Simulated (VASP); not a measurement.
Band structure of Ag₂O (cuprite). Calculation: AM05 GGA, VASP's PBE PAW potentials (set 64) (plane waves; VASP).

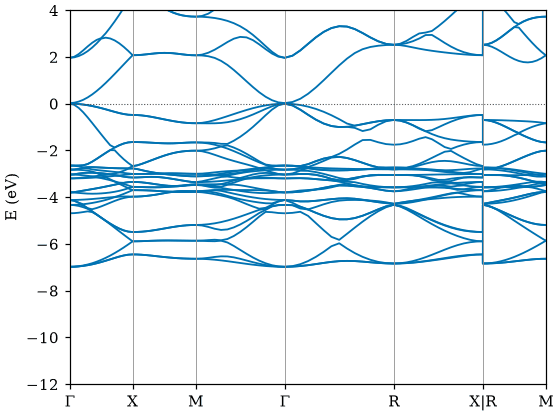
Figure. Bands along high-symmetry lines, zero at the valence-band maximum or, without a gap, the Fermi level

Problem. Read the plot: is there a gap, and where are the band edges?

Solution. The gap is direct, 0.02 eV, from the valence maximum at Γ to the conduction minimum at Γ. (Edges off the drawn lines would not show.)

The compound is Ag2O in the cuprite structure. It was relaxed first.
